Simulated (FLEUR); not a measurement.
# LiRh: energy against a fixed spin moment

How stiff is the moment of LiRh, and are there other minima?

Main program and level: FLEUR MaX-R8.1; LDA (VWN); all-electron FLAPW, Dirac cores, scalar-relativistic bands.

## 1. The starting structure

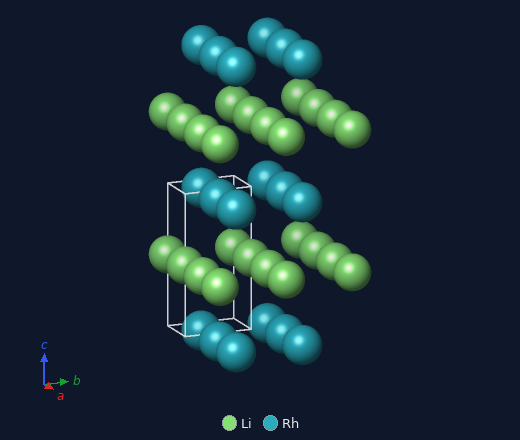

Start, viewed slightly off an axis; lithium green, rhodium blue. 3×2×2 cells are drawn. Some periodic images of atoms are drawn too.

The cell comes from a database of computed structures and need not be the stable phase.

## 2. The free run

The free run tells which range of moments is worth scanning.

inpgen writes inp.xml from crystal.txt; cutoffs, mixing, functional, smearing and local orbitals are then set in the file. The k list default-1 (kpts.xml, not shown) is a Γ-centred 12×12×6 mesh; where the ranks do not divide the number of points, some are split in two of half the weight.

inp.xml reads:

```
<?xml version="1.0" encoding="UTF-8" standalone="no"?>
<fleurInput fleurInputVersion="0.39">
   <comment>
      LiRh
   </comment>
   <calculationSetup>
      <cutoffs Kmax="3.6" Gmax="10.8" GmaxXC="10.8" numbands="0"/>
      <scfLoop itmax="90" minDistance="0.00002" maxIterBroyd="15" imix="Anderson" alpha="0.05" precondParam="0.5" spinf="2.0" sdNocoIR="T"/>
      <coreElectrons ctail="T" frcor="F" kcrel="1" coretail_lmax="0"/>
      <xcFunctional name="vwn" relativisticCorrections="F"/>
      <magnetism jspins="2"/>
      <soc l_soc="F" theta="0.0" phi="0.0" spav="F"/>
      <expertModes spex="0" secvar="F"/>
      <geometryOptimization l_f="F" forcealpha="1.0" forcemix="BFGS" epsdisp="0.00001" epsforce="0.00001"/>
      <ldaU l_linMix="F" mixParam="0.05" spinf="1.0"/>
   </calculationSetup>
   <cell>
      <bzIntegration valenceElectrons="16.0" mode="hist" fermiSmearingEnergy="0.00183747">
         <kPointListSelection listName="default-1"/>
         <xi:include xmlns:xi="http://www.w3.org/2001/XInclude" href="kpts.xml"> </xi:include>
      </bzIntegration>
      <xi:include xmlns:xi="http://www.w3.org/2001/XInclude" href="sym.xml"> </xi:include>
      <bulkLattice scale="1.0">
         <bravaisMatrix>
            <row-1>    5.0121214699285428     0.0000000000000000     0.0000000000000000</row-1>
            <row-2>   -2.5060607349642714     4.3406245198070650     0.0000000000000000</row-2>
            <row-3>    0.0000000000000000     0.0000000000000000     8.1760973843865692</row-3>
         </bravaisMatrix>
      </bulkLattice>
   </cell>
   <atomSpecies>
      <species name="Lithium (Li)" element="Li" atomicNumber="3">
         <mtSphere radius="1.76" gridPoints="583" logIncrement="0.017"/>
         <atomicCutoffs lmax="6" lnonsphr="4"/>
         <electronConfig flipSpins="F">
            <coreConfig>(1s1/2)</coreConfig>
            <valenceConfig>(2s1/2)</valenceConfig>
            <stateOccupation state="(2s1/2)" spinUp="0.500000" spinDown="0.500000"/>
         </electronConfig>
         <energyParameters s="2" p="2" d="3" f="4"/>
      </species>
      <species name="Rhodium (R1.001" element="Rh" atomicNumber="45">
         <mtSphere radius="2.44" gridPoints="807" logIncrement="0.016"/>
         <atomicCutoffs lmax="10" lnonsphr="8"/>
         <electronConfig flipSpins="F">
            <coreConfig>(1s1/2) (2s1/2) (2p1/2) (2p3/2) (3s1/2) (3p1/2) (3p3/2) (4s1/2) (3d3/2) (3d5/2)</coreConfig>
            <valenceConfig>(4p1/2) (4p3/2) (5s1/2) (4d3/2) (4d5/2)</valenceConfig>
            <stateOccupation state="(5s1/2)" spinUp="0.5" spinDown="0.5"/>
            <stateOccupation state="(4d3/2)" spinUp="1.6" spinDown="1.6"/>
            <stateOccupation state="(4d5/2)" spinUp="2.9005" spinDown="1.8995"/>
         </electronConfig>
         <energyParameters s="5" p="5" d="4" f="4"/>
         <lo type="SCLO" l="1" n="4" eDeriv="0"/>
      </species>
   </atomSpecies>
   <atomGroups>
      <atomGroup species="Lithium (Li)">
         <relPos label="                   1">.0000000000 .0000000000 1.000/2.000</relPos>
         <force calculate="T" relaxXYZ="TTT"/>
      </atomGroup>
      <atomGroup species="Rhodium (R1.001">
         <relPos label="                   2">-1.000/3.000 1.000/3.000 .0000000000</relPos>
         <force calculate="T" relaxXYZ="TTT"/>
      </atomGroup>
   </atomGroups>
   <output dos="F" band="F" slice="F">
      <bandDOS minEnergy="-.5*Htr" maxEnergy="0.5*Htr" sigma="0.015" storeEVData="T"/>
      <plotting iplot="0" polar="F">
         <plot TwoD="T" vec1="  1.0  0.0  0.0" vec2="  0.0  1.0  0.0" vec3="  0.0  0.0  1.0" zero="  0.0  0.0  0.0" file="plot"/>
      </plotting>
      <moessbauerParams electricFieldGradient="F" isomerShift="F" coreHyperfine="F" valenceHyperfine="F"/>
   </output>
</fleurInput>
```

crystal.txt reads:

```
LiRh
&input film=F cartesian=F /
2.65230046020  0.00000000000  0.00000000000
-1.32615023010  2.29695957700  0.00000000000
0.00000000000  0.00000000000  4.32660441000
1.8897261246
1.0 1.0 1.0

2
3 0.00000000000  0.00000000000  0.50000000000
45 0.66666666667  0.33333333333  0.00000000000 : 1.001

&kpt div1=12 div2=12 div3=6 gamma=T /
```

Command:

```bash
$ OMP_NUM_THREADS=1 inpgen -f crystal.txt > inpgen.log  # inp.xml is then edited as shown
$ OMP_NUM_THREADS=1 mpirun -n 4 fleur_MPI > fleur.log
```

Log:

```text
Welcome to FLEUR        (www.flapw.de)
      MaX-Release 8.1          (www.max-centre.eu)

 ========== k-point set info ==========
 Selected k-point list: default-1
 k-point list type: mesh
 12 x 12 x 6
 Number of k points: 76

 ------------Calculation Setup---------------------------
 Number of MPI-tasks      :            4
 Number of PE/node        :            4
 Number of OMP-threads    :            1
 k-points in parallel     :            4
 pe's per k-point         :            1
 No of k-point loops      :           19
 Eigenvalue solver        :       lapack
 Number of basis functions:          156
 Approximate size of matrices (H+S) per k-point:         0.001 GB
 --------------------------------------------------------
 [... lines of the core solver left out ...]
 Iteration:     1   Distance:      15.84356802 me/bohr^3
 [... lines of the core solver left out ...]
 Iteration:     2   Distance:      13.21501134 me/bohr^3
 [... lines of the core solver left out ...]
 Iteration:     3   Distance:       6.54477626 me/bohr^3
 [... lines of the core solver left out ...]
 Iteration:     4   Distance:       4.06074456 me/bohr^3
 [... lines of the core solver left out ...]
[... rest left out ...]

--- out.xml (last complete iteration) ---
<iteration numberForCurrentRun="   21" overallNumber="   21">
         <energyParameters units="Htr">
            <atomicEP atomType="1" spin="1" branch="2s" branchLowest="-1.31" branchHighest="3.35" value="0.2818895144"/>
            <atomicEP atomType="1" spin="1" branch="2p" branchLowest="-9.99" branchHighest="2.31" value="0.3663534904"/>
            <atomicEP atomType="1" spin="1" branch="3d" branchLowest="-9.99" branchHighest="4.74" value="0.5572951385"/>
            <atomicEP atomType="1" spin="1" branch="4f" branchLowest="-9.99" branchHighest="7.40" value="0.7172779813"/>
            <atomicEP atomType="2" spin="1" branch="5s" branchLowest="-2.60" branchHighest="1.82" value="0.1246221330"/>
            <atomicEP atomType="2" spin="1" branch="5p" branchLowest="-1.40" branchHighest="2.51" value="0.2551653925"/>
            <atomicEP atomType="2" spin="1" branch="4d" branchLowest="-10.64" branchHighest="0.41" value="0.1758300912"/>
            <atomicEP atomType="2" spin="1" branch="4f" branchLowest="-9.99" branchHighest="2.26" value="0.5462285522"/>
            <loAtomicEP atomType="2" spin="1" branch="4p" branchLowest="-17.31" branchHighest="-1.40" value="-1.4374078010"/>
            <atomicEP atomType="1" spin="2" branch="2s" branchLowest="-1.31" branchHighest="3.35" value="0.2818895707"/>
            <atomicEP atomType="1" spin="2" branch="2p" branchLowest="-9.99" branchHighest="2.31" value="0.3663535466"/>
            <atomicEP atomType="1" spin="2" branch="3d" branchLowest="-9.99" branchHighest="4.74" value="0.5572951965"/>
            <atomicEP atomType="1" spin="2" branch="4f" branchLowest="-9.99" branchHighest="7.40" value="0.7172780395"/>
            <atomicEP atomType="2" spin="2" branch="5s" branchLowest="-2.60" branchHighest="1.82" value="0.1246221524"/>
            <atomicEP atomType="2" spin="2" branch="5p" branchLowest="-1.40" branchHighest="2.51" value="0.2551654153"/>
            <atomicEP atomType="2" spin="2" branch="4d" branchLowest="-10.64" branchHighest="0.41" value="0.1758300740"/>
            <atomicEP atomType="2" spin="2" branch="4f" branchLowest="-9.99" branchHighest="2.26" value="0.5462285770"/>
            <loAtomicEP atomType="2" spin="2" branch="4p" branchLowest="-17.31" branchHighest="-1.40" value="-1.4374078386"/>
         </energyParameters>
         <bandgap value="0.0000009830" units="eV"/>
         <sumValenceSingleParticleEnergies value="-6.9604965602" units="Htr"/>
         <FermiEnergy value="0.2510909229" units="Htr"/>
         <valenceDensity>
            <mtCharges spin="1">
               <mtCharge atomType="1" total="0.1038268" s="0.0367665" p="0.0613138" d="0.0049431" f="0.0006783"/>
               <mtCharge atomType="2" total="6.8368676" s="0.2049099" p="3.1166474" d="3.4941314" f="0.0160676"/>
            </mtCharges>
            <mtCharges spin="2">
               <mtCharge atomType="1" total="0.1038267" s="0.0367665" p="0.0613137" d="0.0049431" f="0.0006783"/>
               <mtCharge atomType="2" total="6.8368683" s="0.2049099" p="3.1166474" d="3.4941322" f="0.0160676"/>
            </mtCharges>
            <spinDependentCharge spin="1" total="7.9999998" interstitial="1.0593054" mtSpheres="6.9406944"/>
            <spinDependentCharge spin="2" total="8.0000002" interstitial="1.0593052" mtSpheres="6.9406951"/>
            <totalCharge value="16.0000000000"/>
         </valenceDensity>
         <allElectronCharges>
            <spinDependentCharge spin="1" total="23.9999997" interstitial="1.0713469" mtSpheres="22.9286529"/>
            <spinDependentCharge spin="2" total="24.0000002" interstitial="1.0713467" mtSpheres="22.9286535"/>
            <totalCharge value="47.9999999563"/>
         </allElectronCharges>
         <magneticMomentsInMTSpheres units="muBohr">
            <globalMagMoment atomType="1" vec="0.00000   0.00000   0.00000"/>
            <localMagMoment atomType="1" vec="0.00000   0.00000   0.00000"/>
            <globalMagMoment atomType="2" vec="0.00000   0.00000   0.00000"/>
            <localMagMoment atomType="2" vec="0.00000   0.00000   0.00000"/>
         </magneticMomentsInMTSpheres>
         <moessbauerParams unitsHFF="kG" unitsIS="e/bohr^3" unitsEFG="Htr/bohr^2">
         </moessbauerParams>
         <totalEnergy value="    -4788.1463330644" units="Htr">
            <sumOfEigenvalues value="    -2859.3341922782">
               <coreElectrons value="-2852.3736957180"/>
               <valenceElectrons value="-6.9604965602"/>
            </sumOfEigenvalues>
            <densityCoulombPotentialIntegral value="-7668.2352959315"/>
            <densityEffectivePotentialIntegral value="-7848.6756470654"/>
            <chargeDenXCDenIntegral value="-136.1236622477"/>
            <FockExchangeEnergyValence value="0.0000000000"/>
            <FockExchangeEnergyCore value="0.0000000000"/>
            <atomTypeDependentContributions atomType="1">
               <electronNucleiInteractionDifferentMTs value="8.1999927262"/>
               <MadelungTerm value="-1.0178345750"/>
            </atomTypeDependentContributions>
            <atomTypeDependentContributions atomType="2">
               <electronNucleiInteractionDifferentMTs value="5780.0279364274"/>
               <MadelungTerm value="-18.0007139096"/>
            </atomTypeDependentContributions>
            <tkbTimesEntropy value="0.0003295385"/>
            <freeEnergy value="-4788.1466626029"/>
            <extrapolationTo0K value="-4788.1464978337"/>
         </totalEnergy>
         <densityConvergence units="me/bohr^3">
            <chargeDensity spin="1" distance="0.0000122891"/>
            <chargeDensity spin="2" distance="0.0000085406"/>
            <overallChargeDensity distance="0.0000172768"/>
            <spinDensity distance="0.0000122244"/>
         </densityConvergence>
      </iteration>
```

Run time: 10 s. Hardware: 4 MPI ranks of Intel Xeon 6975P-C (Granite Rapids), shared host; peak memory 0.25 GiB.

The spin moment in the muffin-tin sphere vanishes on all atoms.

Numbers from this step:

| Property | Result |
| --- | --- |
| free energy | -130292.1082 eV |
| program's band gap on this mesh (in a metal only a level spacing) | 9.83e-7 eV |
| final state | non-magnetic |

After 21 cycles the seed has died away: no moment is left.

## 3. No spin polarisation

inp.xml: that of step 2 with these lines changed.

```diff
@@ -10,3 +10,3 @@
       <xcFunctional name="vwn" relativisticCorrections="F"/>
-      <magnetism jspins="2"/>
+      <magnetism jspins="1"/>
       <soc l_soc="F" theta="0.0" phi="0.0" spav="F"/>
@@ -41,3 +41,3 @@
       </species>
-      <species name="Rhodium (R1.001" element="Rh" atomicNumber="45">
+      <species name="Rhodium (Rh)" element="Rh" atomicNumber="45">
          <mtSphere radius="2.44" gridPoints="807" logIncrement="0.016"/>
@@ -47,5 +47,5 @@
             <valenceConfig>(4p1/2) (4p3/2) (5s1/2) (4d3/2) (4d5/2)</valenceConfig>
-            <stateOccupation state="(5s1/2)" spinUp="0.5" spinDown="0.5"/>
-            <stateOccupation state="(4d3/2)" spinUp="1.6" spinDown="1.6"/>
-            <stateOccupation state="(4d5/2)" spinUp="2.9005" spinDown="1.8995"/>
+            <stateOccupation state="(5s1/2)" spinUp="0.500000" spinDown="0.500000"/>
+            <stateOccupation state="(4d3/2)" spinUp="1.600000" spinDown="1.600000"/>
+            <stateOccupation state="(4d5/2)" spinUp="2.400000" spinDown="2.400000"/>
          </electronConfig>
@@ -60,3 +60,3 @@
       </atomGroup>
-      <atomGroup species="Rhodium (R1.001">
+      <atomGroup species="Rhodium (Rh)">
          <relPos label="                   2">-1.000/3.000 1.000/3.000 .0000000000</relPos>
```

crystal.txt: that of step 2 with these lines changed.

```diff
@@ -10,3 +10,3 @@
 3 0.00000000000  0.00000000000  0.50000000000
-45 0.66666666667  0.33333333333  0.00000000000 : 1.001
+45 0.66666666667  0.33333333333  0.00000000000
```

Log:

```text
[banner, memory and clock lines left out]
Welcome to FLEUR        (www.flapw.de)
      MaX-Release 8.1          (www.max-centre.eu)

 ========== k-point set info ==========
 Selected k-point list: default-1
 k-point list type: mesh
 12 x 12 x 6
 Number of k points: 76

 [... set-up left out ...]
 Iteration:     1   Distance:       0.00000000 me/bohr^3

 ********************************************************************
 Run finished successfully
 Stop message:
   all done
 ********************************************************************
```

Run time: 1.6 s. Hardware: 4 MPI ranks; peak memory 0.07 GiB.

The run ended without a usable result.

## 4. Moment fixed at 0.075 μB

Two Fermi energies hold the total moment; the run starts from the free run's density.

inp.xml: that of step 3 with these lines changed.

```diff
@@ -10,3 +10,3 @@
       <xcFunctional name="vwn" relativisticCorrections="F"/>
-      <magnetism jspins="1"/>
+      <magnetism jspins="2" fixed_moment="-0.075"/>
       <soc l_soc="F" theta="0.0" phi="0.0" spav="F"/>
@@ -41,3 +41,3 @@
       </species>
-      <species name="Rhodium (Rh)" element="Rh" atomicNumber="45">
+      <species name="Rhodium (R1.001" element="Rh" atomicNumber="45">
          <mtSphere radius="2.44" gridPoints="807" logIncrement="0.016"/>
@@ -47,5 +47,5 @@
             <valenceConfig>(4p1/2) (4p3/2) (5s1/2) (4d3/2) (4d5/2)</valenceConfig>
-            <stateOccupation state="(5s1/2)" spinUp="0.500000" spinDown="0.500000"/>
-            <stateOccupation state="(4d3/2)" spinUp="1.600000" spinDown="1.600000"/>
-            <stateOccupation state="(4d5/2)" spinUp="2.400000" spinDown="2.400000"/>
+            <stateOccupation state="(5s1/2)" spinUp="0.5" spinDown="0.5"/>
+            <stateOccupation state="(4d3/2)" spinUp="1.6" spinDown="1.6"/>
+            <stateOccupation state="(4d5/2)" spinUp="2.9005" spinDown="1.8995"/>
          </electronConfig>
@@ -60,3 +60,3 @@
       </atomGroup>
-      <atomGroup species="Rhodium (Rh)">
+      <atomGroup species="Rhodium (R1.001">
          <relPos label="                   2">-1.000/3.000 1.000/3.000 .0000000000</relPos>
```

Command:

```bash
$ OMP_NUM_THREADS=1 mpirun -n 4 fleur_MPI > fleur.log
```

Log:

```text
[banner, memory and clock lines left out]
Welcome to FLEUR        (www.flapw.de)
      MaX-Release 8.1          (www.max-centre.eu)

 ========== k-point set info ==========
 Selected k-point list: default-1
 k-point list type: mesh
 12 x 12 x 6
 Number of k points: 76

 [... set-up left out ...]
 Iteration:     1   Distance:       1.29606710 me/bohr^3
 [... lines of the core solver left out ...]
 Iteration:     2   Distance:       1.23774273 me/bohr^3
 [... lines of the core solver left out ...]
 Iteration:     3   Distance:       0.06103578 me/bohr^3
 [... lines of the core solver left out ...]
 Iteration:     4   Distance:       0.05681041 me/bohr^3
 [... lines of the core solver left out ...]
 Iteration:     5   Distance:       0.03119808 me/bohr^3
 [... lines of the core solver left out ...]
[... rest left out ...]

--- out.xml (last complete iteration) ---
<iteration numberForCurrentRun="   12" overallNumber="   33">
         [... left out ...]
         <bandgap value="0.0007924734" units="eV"/>
         <sumValenceSingleParticleEnergies value="-3.4828790958" units="Htr"/>
         <bandgap value="0.0099277934" units="eV"/>
         <sumValenceSingleParticleEnergies value="-6.9604175981" units="Htr"/>
         <FermiEnergy value="0.2522685939" units="Htr"/>
         <FixedTotalMoment fermiEnergyUp="0.2495598857" fermiEnergyDown="0.2522685939" units="Htr"/>
         [... left out ...]
         <magneticMomentsInMTSpheres units="muBohr">
            <globalMagMoment atomType="1" vec="0.00000   0.00000   0.00089"/>
            <globalMagMoment atomType="2" vec="0.00000   0.00000  -0.07740"/>
         </magneticMomentsInMTSpheres>
         [... left out ...]
         <totalEnergy value="    -4788.1462655320" units="Htr">
            <sumOfEigenvalues value="    -2859.3338067390">
               <coreElectrons value="-2852.3733891409"/>
               <valenceElectrons value="-6.9604175981"/>
            </sumOfEigenvalues>
         [... left out ...]
            <freeEnergy value="-4788.1466112678"/>
            <extrapolationTo0K value="-4788.1464383999"/>
         </totalEnergy>
         <densityConvergence units="me/bohr^3">
            <chargeDensity spin="1" distance="0.0000108422"/>
            <chargeDensity spin="2" distance="0.0000143553"/>
            <overallChargeDensity distance="0.0000195934"/>
            <spinDensity distance="0.0000162281"/>
         </densityConvergence>
      </iteration>
```

Run time: 6.7 s. Hardware: 4 MPI ranks; peak memory 0.25 GiB; 26 s of CPU time.

Numbers from this step:

```
magnetization : -0.075 μB
```

Its energy lies +1.4 meV a cell from the free run's.

## 5. Moment fixed at 0.15 μB

inp.xml: that of step 4 with these lines changed.

```diff
@@ -10,3 +10,3 @@
       <xcFunctional name="vwn" relativisticCorrections="F"/>
-      <magnetism jspins="2" fixed_moment="-0.075"/>
+      <magnetism jspins="2" fixed_moment="-0.15"/>
       <soc l_soc="F" theta="0.0" phi="0.0" spav="F"/>
```

Log:

```text
[banner, memory and clock lines left out]
Welcome to FLEUR        (www.flapw.de)
      MaX-Release 8.1          (www.max-centre.eu)

 ========== k-point set info ==========
 Selected k-point list: default-1
 k-point list type: mesh
 12 x 12 x 6
 Number of k points: 76

 [... set-up left out ...]
 Iteration:     1   Distance:       2.53721302 me/bohr^3
 [... lines of the core solver left out ...]
 Iteration:     2   Distance:       2.42509140 me/bohr^3
 [... lines of the core solver left out ...]
 Iteration:     3   Distance:       0.19421340 me/bohr^3
[...]
<sumOfEigenvalues value="    -2859.3333459909">
               <coreElectrons value="-2852.3730318948"/>
               <valenceElectrons value="-6.9603140961"/>
            </sumOfEigenvalues>
         [... left out ...]
            <freeEnergy value="-4788.1464674347"/>
            <extrapolationTo0K value="-4788.1462758257"/>
         </totalEnergy>
         <densityConvergence units="me/bohr^3">
            <chargeDensity spin="1" distance="0.0000070223"/>
            <chargeDensity spin="2" distance="0.0000125328"/>
            <overallChargeDensity distance="0.0000138517"/>
            <spinDensity distance="0.0000148627"/>
         </densityConvergence>
      </iteration>
```

Wall time 6.9 s (4 MPI ranks); peak memory 0.24 GiB.

Read from the output:

```
magnetization : -0.15 μB
```

Its energy lies +5.3 meV a cell from the free run's.

(Continued in part 2 of 2.)

[Logs and program files are shortened in this print: banners, set-up blocks, solver, clock and traceback lines can be left out without a mark of their own.]

[Logs are printed without paths, hosts, clocks, repeated set-up lines and the standing remarks that a program may print on its own settings, such as how far it seeks lower states.]

[Hosts, paths, dates, database ids (printed as entryN), source tags and the programs' standing remarks are cut or masked in the printed files.]

[Where a cell is said to come from a database of computed structures, the database is the Materials Project.]
